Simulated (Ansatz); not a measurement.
H$_{3}$NSi···NH$_{3}$

Input file:

```
crystal:
  periodic: [false, false, false]
  atoms:
    - { symbol: Si, position_ang: [0.0, 0.0, 0.0] }
    - { symbol: H, position_ang: [0.8198, 0.0, 1.4434] }
    - { symbol: "N", position_ang: [1.9526, 0.0, 0.5176] }
    - { symbol: H, position_ang: [2.4509, -0.918, 0.3369] }
    - { symbol: H, position_ang: [2.4539, 0.918, 0.3453] }
    - { symbol: H, position_ang: [-0.6877, 1.1914, -0.4862] }
    - { symbol: "N", position_ang: [-0.8572, -1.4851, -0.6061] }
    - { symbol: H, position_ang: [-1.3922, -2.1014, 0.0704] }
    - { symbol: H, position_ang: [-0.8219, -1.7344, -1.6357] }
basis:
  gaussian: { orbitals: "6-31G*" }
hamiltonian:
  xc: pbe
relax:
  f_tol: 0.15
  max_steps: 25
  restrain:
    - { distance: [1, 2], at: 1.06, k: 30.0 }
    - { distance: [0, 1], at: 2.66, k: 30.0 }
    - { distance: [0, 2], at: 3.02, k: 30.0 }
output:
  orbitals: {}
```

Command:

```sh
ansatz run input.yaml --threads 1 --pin off --max-ram 2048MiB --backend cpu --events-out ev --progress --plain --runs-dir out
```

The fields are those of the run's last geometry, not of the input's.

Not at a stationary point (largest force 0.6 eV/Å).

Computed with RKS PBE/6-31G* (Ansatz).

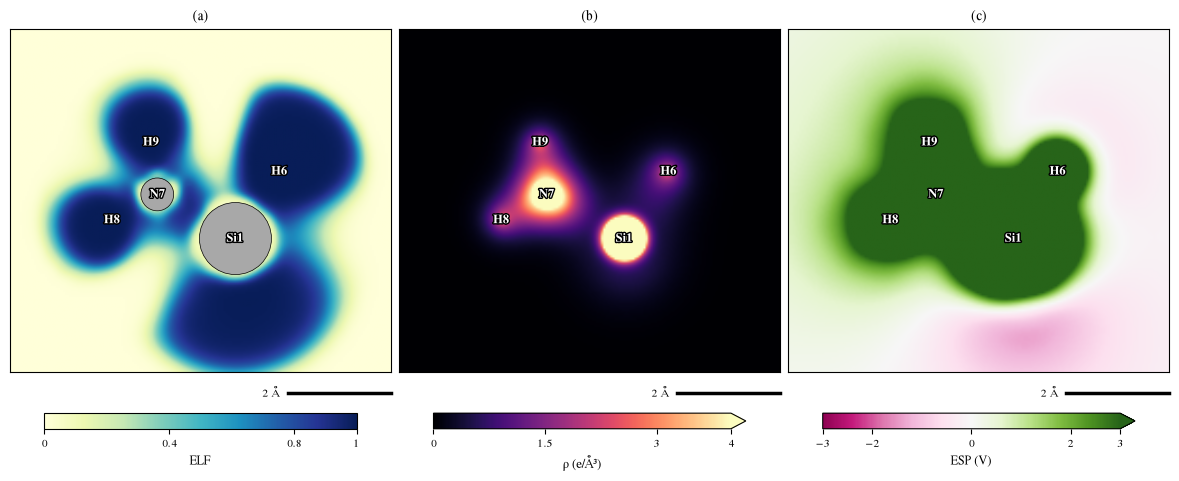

Figure 1. (a) ELF; (b) total electron density; (c) electrostatic potential on the plane of atoms Si1, N7 and H9. Grey discs cover the atomic cores in the ELF map.

What do the fields say about this system?

Atoms in the plane: Si, H and N. Si–N (1.74 Å): the density is about 1 e/Å³ at the midpoint; the ELF peaks at about 0.90 between the atoms (a polar covalent bond). N–H (1.02 Å): ρ is about 2.7 e/Å³ halfway; the ELF climbs to about 1 towards the hydrogen, as it does in any bond to H; a covalent bond by its length. Si–H (1.55 Å): ρ is about 0.71 e/Å³ halfway; the ELF climbs to about 1 towards the hydrogen. The ELF also peaks beside Si1, away from the bonds: lone-pair regions. Outside the dense part of the complex the potential is most negative (−1.4 V) near Si1.

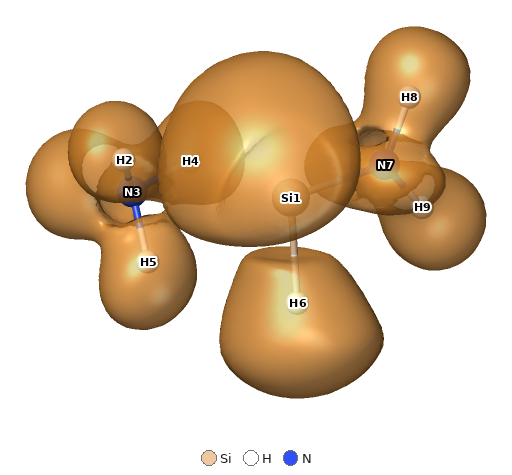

Figure 2. Isosurface of the electron localisation function at 0.75 (orange), seen at a tilt. Core shells and regions of very low density are left out.

Describe the localisation domains.

The ELF exceeds this value in one region around a hydrogen nucleus, one lobe on Si, pointing away from the bonds (lone pairs) and two joined regions spread over several atoms (H, N), in which their bonds and any lone pairs are merged.


Si1···N3 (3.02 Å): the ELF is about 0.15 at the midpoint.

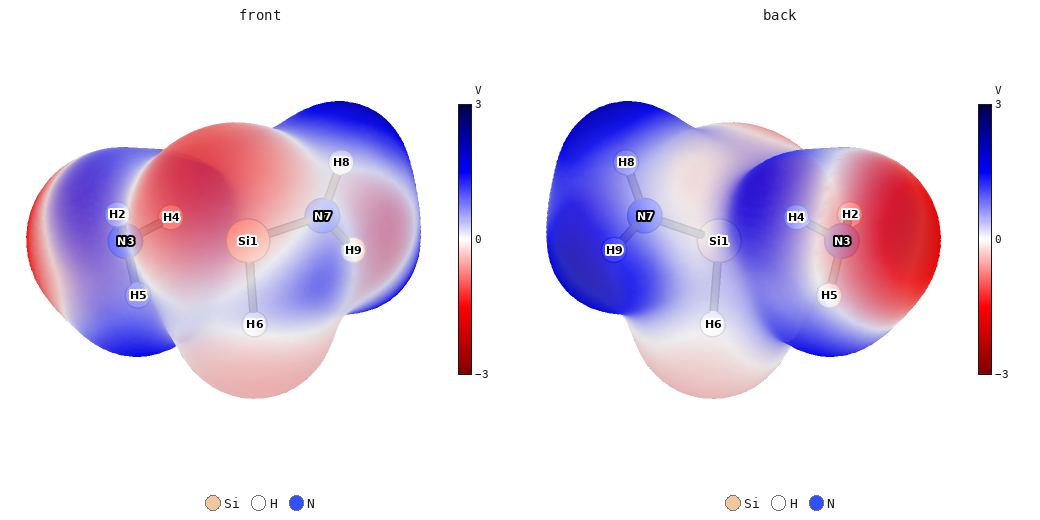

Figure 3. The electrostatic potential painted on the density surface at 0.002 e/bohr³, seen from the front and from behind; the colour scale runs from red (negative) to blue (positive).

Which sites attract a positive test charge, and which a negative one?

A positive charge is drawn to the negative regions and a negative charge to the positive ones. The most negative region (about −1.8 V) lies over N3, the most positive (about +2.0 V) over H8 and H9. N3 is the likeliest acceptor of a hydrogen bond.
